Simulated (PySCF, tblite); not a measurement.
# C6H12OSi: geometry, infrared bands and NMR shifts

Wanted: the infrared bands and NMR shifts of C6H12OSi (`C=C[C@@](C)(C=O)C[SiH3]`), by calculation.

Programs: tblite 0.8.0 and PySCF 2.14.0, with density-fitted response routines of our own. Each step states its level of theory. These are calculated values for one molecule in the gas phase, unless marked as measured. Atoms count from 0, in the outputs and in this text.

### Step 1. The molecule as given

20 atoms, charge 0, multiplicity 1; geometry from: force field or distance geometry start.

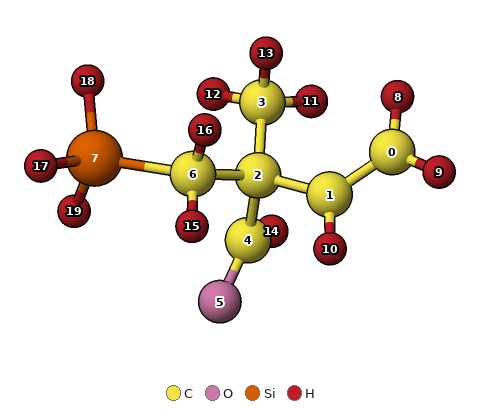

The starting geometry (carbon yellow, oxygen pink, silicon orange, hydrogen red), atoms numbered.

### Step 2. Relaxing the molecule with GFN2-xTB

Job settings and geometry (Å):

```
{"job": {"kind": "relax", "xc": "GFN2-xTB", "basis": "xTB"}, "charge": 0, "multiplicity": 1}
C      2.719500    -0.526900     0.387000
C      1.603400    -0.623900    -0.377400
C      0.291900     0.112800    -0.203900
C      0.321000     1.203700     0.881200
C      0.074900     0.810300    -1.550900
O     -0.407300     0.265600    -2.552800
C     -0.818300    -0.940900     0.054000
Si    -2.600100    -0.391800     0.204700
H      2.785900     0.130600     1.248400
H      3.585300    -1.122900     0.163100
H      1.642700    -1.333700    -1.205400
H      1.162100     1.879400     0.750800
H     -0.582500     1.823400     0.886400
H      0.414500     0.751100     1.884900
H      0.445400     1.858400    -1.624400
H     -0.800500    -1.695800    -0.730000
H     -0.574900    -1.481900     0.985500
H     -3.500300    -1.581100     0.329500
H     -2.758200     0.445500     1.422600
H     -3.009600     0.428800    -0.956300
```

Command:

```bash
> OMP_NUM_THREADS=1 python probes_run.py task.json out
```

One launch serves the whole session: the jobs run in the order shown.

**Question.** This job is followed by: GFN2-xTB harmonic vibrations, gas phase; GIAO PBE0/pcSseg-1 NMR shielding, non-relativistic, gas phase. What will the session give for the following? strongest single infrared mode (GFN2-xTB); zero-point energy (GFN2-xTB); 13C shifts against TMS (PBE0/pcSseg-1); 1H shifts against TMS (PBE0/pcSseg-1, means over atoms taken as alike); 17O shifts against H2O (PBE0/pcSseg-1); 29Si shifts against TMS (PBE0/pcSseg-1); surface potential, least and greatest.

The runs gave:

| quantity | value |
| --- | --- |
| strongest single infrared mode (GFN2-xTB) | 2222 cm⁻¹, 321 km/mol |
| zero-point energy (GFN2-xTB) | 98.4 kcal/mol |
| 13C shifts against TMS (PBE0/pcSseg-1) | 206.9, 151.1, 122.1, 54.6, 17.6, 16.7 ppm |
| 1H shifts against TMS (PBE0/pcSseg-1, means over atoms taken as alike) | 9.39, 5.76, 5.59, 5.52, 3.76, 1.54, 1.27, 0.52 ppm |
| 17O shifts against H2O (PBE0/pcSseg-1) | 674.5 ppm |
| 29Si shifts against TMS (PBE0/pcSseg-1) | -77.2 ppm |
| surface potential, least and greatest | -1.51 V and 0.96 V |

In words: Over 105 steps the energy fell by 0.228 eV; of the close pairs, C4–O5 changed most, 1.238 to 1.198 Å. No mode is imaginary among the 54: a minimum at this level. The strongest single mode, at 2222 cm⁻¹, moves mainly H18. Unscaled tight-binding wavenumbers are off by several per cent, some by more. Its intensities can rank the bands wrongly. The most deshielded carbon is C4 (aldehyde carbonyl carbon), at 206.9 ppm: the double bond to the heteroatom, with no lone-pair donor beside it, deshields it most. H14 (hydrogen on an aldehyde carbonyl carbon) lies farthest downfield among hydrogen, at 9.39 ppm; deshielded by the polar, anisotropic C=O bond. At PBE0/pcSseg-1: The largest span, 1301 ppm, is at O5, where the paramagnetic term is -740 ppm. At PBE0/pcSseg-1, counted by nearest atom on the grid, the HOMO lies on O5 48 %; H14 12 %, the LUMO on C4 30 %; O5 24 %.
